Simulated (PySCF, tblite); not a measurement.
# C₈H₁₆Si: geometry, infrared bands, NMR shifts and electronic excitations, part 2 of 2

tblite 0.8.0 and PySCF 2.14.0. Atoms count from 0. The steps go on from the part before.

## 5. Shielding tensors: PBE0/pcSseg-1

The job: settings as JSON, then the geometry in Å.

```
{"job": {"kind": "nmr", "xc": "PBE0", "basis": "pcSseg-1"}, "charge": 0, "multiplicity": 1}
C      3.215859    -0.515477     0.510289
C      2.408371    -0.201561    -0.742008
C      1.146807     0.597555    -0.466466
C      0.046642    -0.065822     0.408606
C     -1.234505     0.613113    -0.148227
C     -2.518130    -0.159078    -0.081678
C     -3.839833     0.549295    -0.095740
C     -3.367267    -0.125036     1.159456
Si    -0.232466     0.888557    -1.743476
H      3.528769     0.408276     1.023548
H      2.627829    -1.108239     1.228884
H      4.124831    -1.089969     0.273689
H      3.040160     0.350885    -1.458767
H      2.136068    -1.144218    -1.249725
H      1.408905     1.575117    -0.019888
H      0.183730     0.029751     1.499574
H      0.008276    -1.147516     0.184221
H     -1.361783     1.594190     0.344646
H     -2.491423    -1.120790    -0.607954
H     -4.667703     0.098324    -0.649058
H     -3.827592     1.642990    -0.125635
H     -3.868345    -1.042834     1.478750
H     -3.028848     0.509750     1.983804
H     -0.365716    -0.255873    -2.702186
H     -0.326410     2.171870    -2.511156
```

With the program's defaults for keys left out, this is: GIAO PBE0/pcSseg-1 NMR shielding, non-relativistic, gas phase.

Standard output:

```text
coarse grid: 20232 points
cycle   1  E = -603.2468412727  dE =  9.428e-01  |g| = 4.857e-01  |ddm| = 4.353e+00
cycle   2  E = -603.2154026298  dE =  3.144e-02  |g| = 6.023e-01  |ddm| = 1.095e+00
cycle   3  E = -603.3140650449  dE = -9.866e-02  |g| = 5.024e-02  |ddm| = 6.789e-01
cycle   4  E = -603.3145180877  dE = -4.530e-04  |g| = 2.970e-02  |ddm| = 8.691e-02
cycle   5  E = -603.3147355416  dE = -2.175e-04  |g| = 5.820e-03  |ddm| = 3.281e-02
cycle   6  E = -603.3147432893  dE = -7.748e-06  |g| = 1.294e-03  |ddm| = 7.059e-03
final grid: 187544 points
cycle   7  E = -603.3703012124  dE = -4.793e-05  |g| = 9.680e-03  |ddm| = 3.712e-02
cycle   8  E = -603.3702868509  dE =  1.436e-05  |g| = 1.219e-02  |ddm| = 2.102e-02
cycle   9  E = -603.3703265136  dE = -3.966e-05  |g| = 6.519e-04  |ddm| = 1.216e-02
cycle  10  E = -603.3703266031  dE = -8.945e-08  |g| = 2.731e-04  |ddm| = 9.472e-04
cycle  11  E = -603.3703266213  dE = -1.819e-08  |g| = 5.011e-05  |ddm| = 2.878e-04
cycle  12  E = -603.3703266218  dE = -5.532e-10  |g| = 1.550e-05  |ddm| = 7.738e-05
converged SCF energy = -603.3703266218

GIAO shielding tensors (ppm)
atom      isotropic    diamagn.    paramagn.     s11        s22        s33       span
  0 C      168.544     246.230     -77.686    153.217    167.355    185.060     31.843
  1 C      154.997     244.202     -89.206    144.967    150.011    170.012     25.045
  2 C      159.585     256.142     -96.557    138.772    159.767    180.215     41.444
  3 C      147.367     253.400    -106.032    128.349    142.753    171.000     42.651
  4 C      154.073     253.443     -99.370    128.618    150.973    182.628     54.010
  5 C      169.053     237.616     -68.563    142.211    150.818    214.129     71.919
  6 C      178.204     258.527     -80.323    148.145    173.568    212.900     64.756
  7 C      176.138     253.466     -77.328    142.945    173.215    212.254     69.309
  8 Si     374.424     882.011    -507.587    344.961    356.321    421.990     77.029
  9 H       30.631      29.059       1.572     26.537     28.585     36.771     10.233
 10 H       30.206      30.595      -0.388     25.387     30.497     34.735      9.348
 11 H       30.220      26.701       3.519     25.587     27.155     37.917     12.330
 12 H       29.783      29.282       0.501     24.272     29.000     36.077     11.805
 13 H       29.991      31.191      -1.200     24.910     30.609     34.453      9.543
 14 H       30.195      34.559      -4.364     25.845     30.679     34.062      8.217
 15 H       28.529      34.609      -6.080     22.813     29.151     33.624     10.812
 16 H       29.815      35.627      -5.813     25.931     31.432     32.081      6.149
 17 H       30.987      34.791      -3.804     25.901     32.603     34.457      8.555
 18 H       30.732      30.714       0.018     23.391     30.036     38.770     15.379
 19 H       30.850      29.586       1.264     25.122     26.332     41.096     15.973
 20 H       31.364      31.231       0.133     25.692     29.104     39.296     13.605
 21 H       30.806      29.722       1.084     25.222     26.211     40.984     15.761
 22 H       31.290      31.301      -0.010     26.058     28.843     38.969     12.911
 23 H       26.908      30.916      -4.008     24.256     25.884     30.585      6.329
 24 H       26.402      30.263      -3.861     22.598     24.225     32.383      9.785
```

Run time: 59 s. Hardware: 1 thread of Arm Neoverse V2, shared host; peak memory 1.2 GiB.

The references, computed at this level on geometries of the same kind, shield at (ppm): ¹H TMS 31.27, ¹³C TMS 184.4, ²⁹Si TMS 352.0. Their shielding less the atom's gives the shift. The references are single molecules in the gas phase. Atoms listed in one row are averaged.

```
       atoms                                                environment  σ (ppm)  δ (ppm)  δ scaled to CDCl3
          C3                                          sp3 CH2 in a ring    147.4     37.0               35.5
          C4                                        sp3 CH bonded to Si    154.1     30.3               29.0
          C1                                                    sp3 CH2    155.0     29.4               28.1
          C2                                        sp3 CH bonded to Si    159.6     24.8               23.6
          C0                                              methyl carbon    168.5     15.9               14.9
          C5                                 three-membered-ring carbon    169.1     15.4               14.4
          C7                                 three-membered-ring carbon    176.1      8.3                7.5
          C6                                 three-membered-ring carbon    178.2      6.2                5.5
         H24  hydrogen on a silicon bonded to 2 C, in a 4-membered ring    26.40     4.86                  –
         H23  hydrogen on a silicon bonded to 2 C, in a 4-membered ring    26.91     4.36                  –
         H15                           hydrogen on an sp3 CH2 in a ring    28.53     2.74               2.81
         H12                                     hydrogen on an sp3 CH2    29.78     1.48               1.62
         H16                           hydrogen on an sp3 CH2 in a ring    29.81     1.45               1.59
         H13                                     hydrogen on an sp3 CH2    29.99     1.28               1.43
         H14                         hydrogen on an sp3 CH bonded to Si    30.20     1.07               1.23
H9, H10, H11                                hydrogen on a methyl carbon    30.35     0.91               1.08
         H18                   hydrogen on a three-membered-ring carbon    30.73     0.53               0.72
         H21                   hydrogen on a three-membered-ring carbon    30.81     0.46               0.65
         H19                   hydrogen on a three-membered-ring carbon    30.85     0.42               0.61
         H17                         hydrogen on an sp3 CH bonded to Si    30.99     0.28               0.48
         H22                   hydrogen on a three-membered-ring carbon    31.29    -0.02               0.19
         H20                   hydrogen on a three-membered-ring carbon    31.36    -0.10               0.12
         Si8           silicon bonded to 2 C, 2 H, in a 4-membered ring    374.4    -22.4                  –
```

The scaled column applies a straight-line fit of computed shieldings to shifts measured in CDCl3 (root-mean-square error 0.21 ppm for H, 2.0 ppm for C).

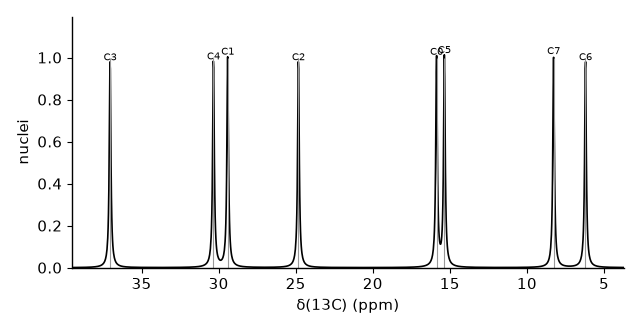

¹³C lines at the computed shifts, without couplings. Lines are broadened to a width of 0.12 ppm (Lorentzian).

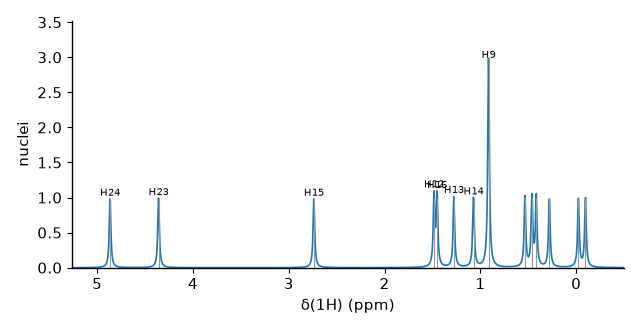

¹H lines at the computed shifts, without couplings. Lines are broadened to a width of 0.02 ppm (Lorentzian).

The run also stored atomic charges by several schemes (e):

```
atoms  Mulliken    IAO  Hirshfeld  ESP fit
   C0     -0.28  -0.41      -0.12    -0.29
   C1     -0.19  -0.24      -0.07     0.11
   C2     -0.53  -0.37      -0.11    -0.10
   C3     -0.14  -0.26      -0.07    -0.24
   C4     -0.44  -0.36      -0.11    -0.30
   C5     -0.23  -0.12      -0.04     0.04
   C6     -0.20  -0.29      -0.09    -0.25
   C7     -0.19  -0.29      -0.09    -0.41
  Si8      0.67   0.71       0.33     0.18
```

IAO charges:

C0 -0.41; C1 -0.24; C2 -0.37; C3 -0.26; C4 -0.36; C5 -0.12; C6 -0.29; C7 -0.29; Si8 0.71; H9 0.13; H10 0.13; H11 0.14; H12 0.13; H13 0.12; H14 0.13; H15 0.13; H16 0.12; H17 0.13; H18 0.13; H19 0.14; H20 0.14; H21 0.14; H22 0.14; H23 -0.12; H24 -0.12

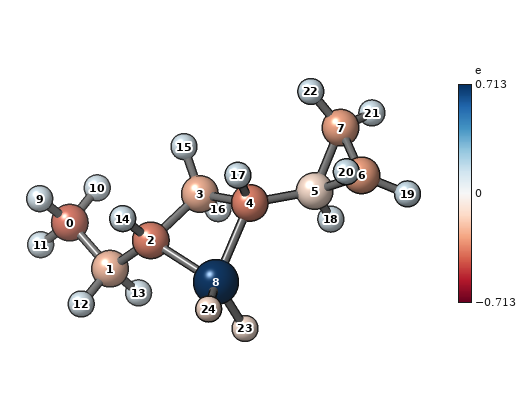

IAO charges, as colours on the atoms.

Mayer bond orders: C0–C1 1.05, C1–C2 1.03, C2–C3 0.96, C3–C4 0.97, C4–C5 1.00, C5–C6 0.96, C6–C7 0.97, C4–Si8 0.89, Si8–C2 0.90, C7–C5 0.94.

Ring of atoms C2, C3, C4, Si8: NICS(0) -4.5, NICS(1) -2.9, NICS(1)zz 3.1 ppm (means of both faces).

Ring of atoms C5, C6, C7: NICS(0) -43.4, NICS(1) -8.7, NICS(1)zz -22.1 ppm (means of both faces).

In rings of three or four atoms NICS is ruled by the nearby σ bonds, so it says little on aromaticity.

## 6. TDDFT and polarisability: wB97X-D/def2-SVPD

Settings changed since step 5:

```diff
@@ -1,2 +1,2 @@
-{"job": {"kind": "nmr", "xc": "PBE0", "basis": "pcSseg-1"}, "charge": 0, "multiplicity": 1}
+{"job": {"kind": "uv", "xc": "wB97X-D", "basis": "def2-SVPD", "ip": true}, "charge": 0, "multiplicity": 1}
 C      3.215859    -0.515477     0.510289
```

Method: TDDFT wB97X-D/def2-SVPD, vertical, gas phase, core orbitals frozen in the response.

Standard output:

```text
coarse grid: 20232 points
cycle   1  E = -603.3997597322  dE =  1.270e+00  |g| = 3.156e-01  |ddm| = 8.143e+00
cycle   2  E = -603.4201160134  dE = -2.036e-02  |g| = 2.117e-01  |ddm| = 1.376e+00
cycle   3  E = -603.4319046947  dE = -1.179e-02  |g| = 4.187e-02  |ddm| = 4.932e-01
cycle   4  E = -603.4324173816  dE = -5.127e-04  |g| = 1.164e-02  |ddm| = 1.618e-01
cycle   5  E = -603.4324525451  dE = -3.516e-05  |g| = 2.972e-03  |ddm| = 3.750e-02
cycle   6  E = -603.4324550952  dE = -2.550e-06  |g| = 5.582e-04  |ddm| = 1.109e-02
final grid: 187544 points
cycle   7  E = -603.5261094666  dE = -1.736e-04  |g| = 4.637e-03  |ddm| = 2.988e-01
cycle   8  E = -603.5261141808  dE = -4.714e-06  |g| = 3.151e-03  |ddm| = 3.765e-02
cycle   9  E = -603.5261166377  dE = -2.457e-06  |g| = 5.849e-04  |ddm| = 8.902e-03
cycle  10  E = -603.5261167631  dE = -1.254e-07  |g| = 1.741e-04  |ddm| = 3.631e-03
cycle  11  E = -603.5261167717  dE = -8.621e-09  |g| = 5.906e-05  |ddm| = 7.139e-04
cycle  12  E = -603.5261167728  dE = -1.124e-09  |g| = 1.344e-05  |ddm| = 2.740e-04
cycle  13  E = -603.5261167729  dE = -8.345e-11  |g| = 4.646e-06  |ddm| = 1.105e-04
converged SCF energy = -603.5261167729

Static polarisability (au): isotropic 119.448, principal 99.586 120.644 138.115

Singlet excitations
state   eV       nm        f      main configurations
  1   6.7801    182.9   0.03431   H->L 0.66, H-1->L 0.20
  2   7.1940    172.3   0.05063   H-1->L 0.65, H->L 0.17
  3   7.3087    169.6   0.01556   H->L+1 0.63, H->L+3 0.13
  4   7.6077    163.0   0.00794   H-1->L+1 0.73, H-1->L+5 0.10
  5   7.6715    161.6   0.01262   H->L+3 0.64, H->L+5 0.15
  6   7.8934    157.1   0.03968   H->L+2 0.59, H->L+4 0.11
  7   7.9861    155.2   0.08193   H->L+5 0.26, H-2->L 0.20, H->L+4 0.11
  8   8.0822    153.4   0.03956   H-2->L 0.30, H->L+2 0.11, H-1->L+5 0.09
  9   8.1573    152.0   0.00898   H-2->L 0.13, H-1->L+3 0.13, H-1->L+2 0.12
 10   8.2195    150.8   0.02026   H->L+4 0.14, H-3->L 0.12, H-1->L+5 0.11

Triplet excitations (Tamm-Dancoff, eV): 6.3803 6.5646 7.1115 7.4133
Vertical ionisation energy (delta-SCF) = 8.9906 eV
```

It took 9.2 min on 1 thread of Arm Neoverse V2, shared host; peak memory 1.6 GiB.

The orbitals next to the gap, with their largest atomic shares:

```
orbital      eV                         atoms
 HOMO−3  -10.78     Si8 11 %, C7 11 %, C2 9 %
 HOMO−2  -10.01     C6 25 %, C5 15 %, C7 11 %
 HOMO−1   -9.40     C2 31 %, Si8 19 %, C3 9 %
   HOMO   -8.97     C4 24 %, C5 15 %, C7 15 %
   LUMO    2.02  Si8 32 %, H24 11 %, H23 10 %
 LUMO+1    2.34     Si8 19 %, H15 8 %, C3 7 %
 LUMO+2    2.61    Si8 30 %, H23 8 %, H24 6 %
```

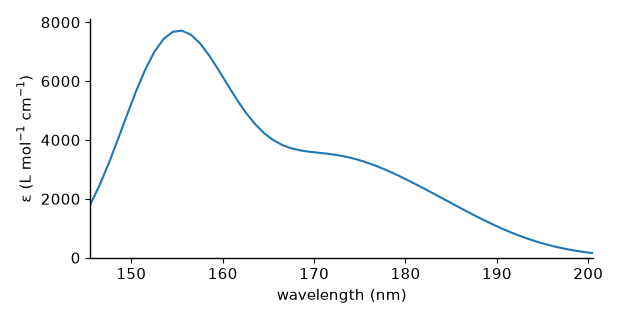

Absorption spectrum: each of the 10 states is a Gaussian band of 0.4 eV half-width at 1/e. Beyond the last state computed it falls off for lack of states.

Ground-state properties from the same run:

```
           property  computed
  dipole moment (D)      0.40
polarisability (Å³)     17.70
 HOMO–LUMO gap (eV)     11.00
      −ε(HOMO) (eV)      8.97
```

## 7. Shielding tensors: KT2/pcSseg-1

Settings changed since step 6:

```diff
@@ -1,2 +1,2 @@
-{"job": {"kind": "uv", "xc": "wB97X-D", "basis": "def2-SVPD", "ip": true}, "charge": 0, "multiplicity": 1}
+{"job": {"kind": "nmr", "xc": "KT2", "basis": "pcSseg-1", "pop": false}, "charge": 0, "multiplicity": 1}
 C      3.215859    -0.515477     0.510289
```

Level: GIAO KT2/pcSseg-1 NMR shielding, non-relativistic, gas phase.

Standard output:

```text
coarse grid: 20232 points
cycle   1  E = -611.8318841121  dE =  7.084e-01  |g| = 6.480e-01  |ddm| = 4.408e+00
cycle   2  E = -611.6029268760  dE =  2.290e-01  |g| = 1.105e+00  |ddm| = 2.000e+00
cycle   3  E = -611.9543484373  dE = -3.514e-01  |g| = 1.222e-01  |ddm| = 1.474e+00
cycle   4  E = -611.9581462858  dE = -3.798e-03  |g| = 5.113e-02  |ddm| = 2.286e-01
cycle   5  E = -611.9587992092  dE = -6.529e-04  |g| = 1.072e-02  |ddm| = 5.829e-02
cycle   6  E = -611.9588264758  dE = -2.727e-05  |g| = 4.043e-03  |ddm| = 1.799e-02
cycle   7  E = -611.9588308418  dE = -4.366e-06  |g| = 8.520e-04  |ddm| = 5.622e-03
final grid: 187544 points
cycle   8  E = -611.9822184394  dE = -2.896e-04  |g| = 2.183e-02  |ddm| = 6.905e-02
cycle   9  E = -611.9820127168  dE =  2.057e-04  |g| = 3.370e-02  |ddm| = 5.477e-02
cycle  10  E = -611.9823226106  dE = -3.099e-04  |g| = 4.045e-03  |ddm| = 4.138e-02
cycle  11  E = -611.9823266275  dE = -4.017e-06  |g| = 1.516e-03  |ddm| = 6.899e-03
cycle  12  E = -611.9823272219  dE = -5.945e-07  |g| = 1.501e-04  |ddm| = 1.636e-03
cycle  13  E = -611.9823272268  dE = -4.851e-09  |g| = 6.741e-05  |ddm| = 2.346e-04
cycle  14  E = -611.9823272278  dE = -1.031e-09  |g| = 2.081e-05  |ddm| = 7.832e-05
cycle  15  E = -611.9823272280  dE = -1.201e-10  |g| = 4.228e-06  |ddm| = 3.270e-05
converged SCF energy = -611.9823272280

GIAO shielding tensors (ppm)
atom      isotropic    diamagn.    paramagn.     s11        s22        s33       span
  0 C      166.893     247.466     -80.573    150.832    165.543    184.303     33.471
  1 C      151.226     246.121     -94.895    140.451    146.009    167.218     26.767
  2 C      155.496     256.314    -100.817    134.253    155.805    176.432     42.178
  3 C      143.278     254.842    -111.564    123.183    138.941    167.710     44.528
  4 C      149.294     253.693    -104.398    123.739    145.603    178.541     54.802
  5 C      166.488     238.999     -72.512    140.012    146.541    212.910     72.898
  6 C      176.960     258.682     -81.722    147.635    171.311    211.934     64.299
  7 C      174.522     254.267     -79.745    141.877    170.975    210.714     68.838
  8 Si     384.707     885.285    -500.578    348.112    368.805    437.205     89.093
  9 H       30.582      29.295       1.288     26.719     28.570     36.458      9.738
 10 H       30.105      31.274      -1.169     25.537     30.343     34.435      8.897
 11 H       30.089      26.404       3.685     25.633     27.178     37.455     11.823
 12 H       29.543      29.045       0.498     24.283     28.868     35.478     11.195
 13 H       29.791      31.738      -1.947     24.913     30.564     33.896      8.983
 14 H       29.906      34.667      -4.762     25.920     30.500     33.297      7.376
 15 H       28.187      34.985      -6.798     22.612     28.877     33.073     10.461
 16 H       29.591      36.086      -6.494     25.958     31.111     31.705      5.747
 17 H       30.741      34.957      -4.216     26.132     32.046     34.045      7.913
 18 H       30.582      31.297      -0.715     23.475     30.028     38.242     14.767
 19 H       30.750      29.281       1.468     25.127     26.465     40.656     15.529
 20 H       31.314      31.318      -0.005     25.824     29.186     38.931     13.107
 21 H       30.689      29.667       1.022     25.202     26.317     40.548     15.346
 22 H       31.241      31.642      -0.401     26.249     28.894     38.580     12.332
 23 H       26.752      31.135      -4.383     24.128     25.920     30.208      6.080
 24 H       26.131      30.297      -4.167     22.318     24.052     32.021      9.703
```

It took 64 s on 1 thread of Arm Neoverse V2, shared host; peak memory 0.95 GiB.

This run: δ C3 39.9, C4 33.9, C1 32.0, C2 27.7, H24 5.05, H23 4.43 ppm.

## 8. Side by side: NMR shifts

Shifts (ppm) of some atoms, chosen among heavy atoms and hydrogens apart, with basis size and wall time:

```
          run    C3    C4    C1    C2    C5   H15   H14  functions  time
PBE0/pcSseg-1  37.0  30.3  29.4  24.8  15.4  2.74  1.07        240  59 s
 KT2/pcSseg-1  39.9  33.9  32.0  27.7  16.7  2.99  1.27        240  64 s
```

## 9. Summary of results

What follows sums up all 2 parts.

| quantity | value |
| --- | --- |
| strongest single infrared mode (GFN2-xTB) | 2262 cm⁻¹, 505 km/mol |
| zero-point energy (GFN2-xTB) | 135.2 kcal/mol |
| point group | C1 |
| rotational constants (main isotopes) | 2.89, 0.68, 0.58 GHz |
| ¹³C shifts against TMS (PBE0/pcSseg-1) | 37.0, 30.3, 29.4, 24.8, 15.9, 15.4, 8.3, 6.2 ppm |
| ¹H shifts against TMS (PBE0/pcSseg-1, means over atoms taken as alike) | 4.86, 4.36, 2.74, 1.48, 1.45, 1.28, 1.07, 0.91, 0.53, 0.46, 0.42, 0.28, -0.02, -0.10 ppm |
| ²⁹Si shifts against TMS (PBE0/pcSseg-1) | -22.4 ppm |
| lowest singlet (wB97X-D/def2-SVPD) | 6.78 eV (183 nm), f = 0.034 |
| brightest single state of those computed | state 7, 7.99 eV, f = 0.082 |
| lowest triplet | 6.38 eV |
| vertical ionisation energy (ΔSCF) | 8.99 eV |
| range of the shift of C4 | 30.3 to 33.9 ppm |

Over 106 steps the energy fell by 0.365 eV; of the close pairs, Si8–H24 changed most, 1.492 to 1.462 Å (GFN2-xTB). No mode is imaginary among the 69: a minimum at this level. The strongest single mode, at 2262 cm⁻¹, moves mainly H24 and H23. GFN2-xTB is a fitted tight-binding method: band positions and strengths are rough. Its intensities can rank the bands wrongly. The optimisation took 10 steps and gained 0.272 eV; among the close pairs (by a distance rule), Si8–H24 changed most, from 1.452 to 1.498 Å (PBE0/def2-SVP). At PBE0/pcSseg-1: The largest span, 77 ppm, is at Si8, where the paramagnetic term is -508 ppm. The first singlet state (HOMO→LUMO 0.66, HOMO−1→LUMO 0.20) lies at 6.78 eV and is weak; of the 10 states computed, the strongest absorption comes from state 7 at 7.99 eV. The lowest triplet lies 0.40 eV below the lowest singlet (triplets in Tamm-Dancoff, singlets in full TDDFT). ΔSCF puts the ionisation energy at 8.99 eV, 0.02 eV above −ε(HOMO). In ppm, C4 moves most: its shift spreads over 3.6 ppm, from 30.3 (PBE0/pcSseg-1) to 33.9 (KT2/pcSseg-1).
